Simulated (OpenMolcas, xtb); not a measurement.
How methods differ on GaSiH3F2 (SMILES [F][Ga]([F])[SiH3])

GaSiH3F2: 7 atoms, total charge 0, spin state singlet. As SMILES, `[F][Ga]([F])[SiH3]`. The shape is that of a PBE0-D4/def2-TZVP optimisation.

Each level gives the HOMO–LUMO gap (eV). The values are calculated.

| level | kind | program | value (eV) | CPU time |
| --- | --- | --- | --- | --- |
| GFN0-xTB | semi-empirical | xtb | 3.48 | under 2 s |
| GFN1-xTB | semi-empirical | xtb | 4.43 | under 2 s |
| HF/6-31G* (spherical functions) | Hartree–Fock | OpenMolcas | 13.03 | 13 s |
| SVWN5/6-31G* (spherical functions) | LDA | OpenMolcas | 5.28 | 23 s |
| revPBE/6-31G* (spherical functions) | GGA | OpenMolcas | 5.37 | 31 s |
| M06-L/6-31G* (spherical functions) | meta-GGA | OpenMolcas | 5.83 | 32 s |
| r2SCAN/6-31G* (spherical functions) | meta-GGA | OpenMolcas | 5.84 | 33 s |
| BHLYP/6-31G* (spherical functions) | global hybrid | OpenMolcas | 9.32 | 27 s |
| B2PLYP/6-31G* (spherical functions) | double hybrid | OpenMolcas | 9.52 | 17 s |

All-electron rows without a relativistic Hamiltonian named are non-relativistic. The values span 3.48 to 13.03 eV. Orbital gaps aren't excitation energies, and those of double hybrids come from the SCF part alone; they tend to grow with the share of exact exchange. CPU times are rough (shared hosts, several kinds of processor): they show what a rung costs within a factor of a few.

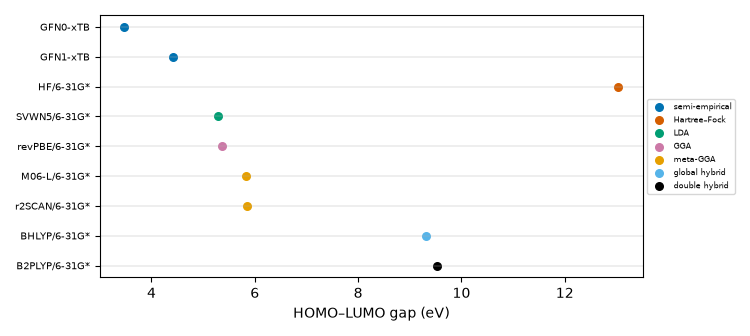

The values of the table, level by level.
